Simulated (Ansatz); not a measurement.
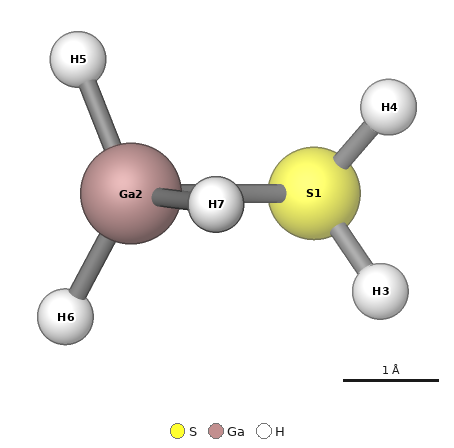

Figure 1. The input geometry of run 1 (ball-and-stick view, seen at a tilt; atoms are numbered from 1 in the order of the input). Sticks mark near contacts.

## Two runs on GaH5S

System: GaH5S.
Method of run 1: RKS wB97M-V/def2-SVP (Ansatz 0.2.0).

The geometry comes from this level: PBE0-D4/def2-TZVP. Text and figures count atoms from 1; the logs count them from 0 in places.

### Input, run 1
```yaml
crystal:
  periodic: [false, false, false]
  atoms:
    - {symbol: S, position_ang: [-0.794536, -1.301597, 0.079933]}
    - {symbol: Ga, position_ang: [0.181565, 1.099424, -0.113747]}
    - {symbol: H, position_ang: [-0.081618, -1.698247, 1.147227]}
    - {symbol: H, position_ang: [0.042087, -1.903590, -0.781675]}
    - {symbol: H, position_ang: [-0.401254, 1.363674, -1.552185]}
    - {symbol: H, position_ang: [-0.587463, 1.657832, 1.141352]}
    - {symbol: H, position_ang: [1.702420, 0.714404, 0.033395]}
basis:
  gaussian: {orbitals: def2-SVP}
hamiltonian: {xc: {name: wB97M-V}}
output: {orbitals: {seedname: orbitals}}
```

Hardware: 2 CPU threads, shared host.

### Output (run 1)
```
Functional definition: wB97M-V
  parameter omega = 0.3/bohr
  parameter cx = 0.15
  parameter cx01 = 1.007
  parameter cx10 = 0.259
  parameter css00 = 0.443
  parameter css04 = -1.437
  parameter css10 = -4.535
  parameter css20 = -3.390
  parameter css43 = 4.278
  parameter cos00 = 1.000
  parameter cos10 = 1.358
  parameter cos20 = 2.924
  parameter cos21 = -8.812
  parameter cos60 = -1.390
  parameter cos61 = 9.142
  parameter b = 6.0
  parameter c = 0.01
  gx(w, u) = 1 - cx + cx01*u + cx10*w
  gss(w, u) = css00 + css04*u^4 + css10*w + css20*w^2 + css43*w^4*u^3
  gos(w, u) = cos00 + cos10*w + (cos20 + cos21*u)*w^2 + (cos60 + cos61*u)*w^6
  exchange = spin_sum(e_x_unif_sr(omega)*gx(b97_w, b97_u_x)) + cx*exact_x_sr(omega) + exact_x_lr(omega)
  correlation = spin_sum(e_c_pw_mod_same_spin*gss(b97_w, b97_u_same))
      + integral(e_c_pw_mod_opposite_spin*gos(b97_w_opposite, b97_u_opposite)) + vv10(b, c)
745 factors; integrals over basis functions are off by at most 1.4e-3 eV
232 factors; integrals over basis functions are off by at most 8.3e-6 eV
mean field evaluation 1: about -63279.4688 eV, gradient 1.8e1 eV
mean field evaluation 2: about -63279.9497 eV, gradient 1.5e1 eV
mean field evaluation 4: about -63280.1679 eV, gradient 3.7e-1 eV
mean field evaluation 8: about -63280.1995 eV, gradient 2.2e-2 eV
mean field evaluation 16: about -63280.1995 eV, gradient 1.4e-5 eV
mean field -63280.19947078 eV, -2325.5044376913 hartree, gradient 1.4e-5 eV, S^2 0.000000; 0 other end points of the search recorded, 0 dependent functions left out
reference -63280.19951575 eV, -2325.5044393438 hartree; 26, 26 occupied and 49, 49 virtual orbitals, 745 factors
Total energy: -63280.19951575 eV, -2325.5044393438 hartree
```

Run 2 used a changed input.

### The two runs side by side

| quantity | run 1 | run 2 |
| --- | --- | --- |
| outcome | converged | converged |
| total energy (hartree) | −2325.504439 | −2325.948480 |
| HOMO (eV) | −10.02 | −10.14 |
| LUMO (eV) | 1.62 | 0.79 |
| basis functions | 75 | 309 |
| wall time (shared host) | 4.1 s | 14 s |

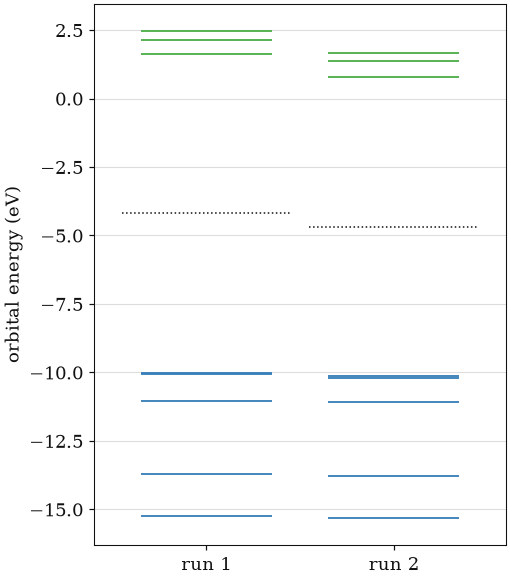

Figure 2. The five highest filled and three lowest empty orbital energies of the two runs; the dotted lines part filled from empty levels. The HOMO–LUMO gap is 11.64 eV in run 1 and 10.93 eV in run 2.

Which change of the input explains these differences?

The change (lines with − go, lines with + come):
```diff
-  gaussian: {orbitals: def2-SVP}
+  gaussian: {orbitals: "def2-QZVPP.json"}
```

The total energy of run 2 is 278.6 kcal/mol lower, which measures the change of basis and not a stability. The HOMO goes from −10.02 to −10.14 eV. The LUMO goes from 1.62 to 0.79 eV. The basis functions go from 75 to 309.

### Output (run 2)
```
Functional definition: wB97M-V
  parameter omega = 0.3/bohr
  parameter cx = 0.15
  parameter cx01 = 1.007
  parameter cx10 = 0.259
  parameter css00 = 0.443
  parameter css04 = -1.437
  parameter css10 = -4.535
  parameter css20 = -3.390
  parameter css43 = 4.278
  parameter cos00 = 1.000
  parameter cos10 = 1.358
  parameter cos20 = 2.924
  parameter cos21 = -8.812
  parameter cos60 = -1.390
  parameter cos61 = 9.142
  parameter b = 6.0
  parameter c = 0.01
  gx(w, u) = 1 - cx + cx01*u + cx10*w
  gss(w, u) = css00 + css04*u^4 + css10*w + css20*w^2 + css43*w^4*u^3
  gos(w, u) = cos00 + cos10*w + (cos20 + cos21*u)*w^2 + (cos60 + cos61*u)*w^6
  exchange = spin_sum(e_x_unif_sr(omega)*gx(b97_w, b97_u_x)) + cx*exact_x_sr(omega) + exact_x_lr(omega)
  correlation = spin_sum(e_c_pw_mod_same_spin*gss(b97_w, b97_u_same))
      + integral(e_c_pw_mod_opposite_spin*gos(b97_w_opposite, b97_u_opposite)) + vv10(b, c)
1245 factors; their error is unknown
264 factors; integrals over basis functions are off by at most 1.6e-5 eV
mean field evaluation 1: about -63291.4149 eV, gradient 2.1e1 eV
mean field evaluation 2: about -63291.9029 eV, gradient 2.2e1 eV
mean field evaluation 4: about -63292.1850 eV, gradient 7.3e-1 eV
mean field evaluation 8: about -63292.2824 eV, gradient 3.0e-1 eV
mean field evaluation 16: about -63292.2824 eV, gradient 3.3e-5 eV
mean field -63292.28242694 eV, -2325.9484781400 hartree, gradient 3.3e-5 eV, S^2 0.000000; 0 other end points of the search recorded, 0 dependent functions left out
reference -63292.28248971 eV, -2325.9484804469 hartree; 26, 26 occupied and 283, 283 virtual orbitals, 1245 factors
Total energy: -63292.28248971 eV, -2325.9484804469 hartree
```
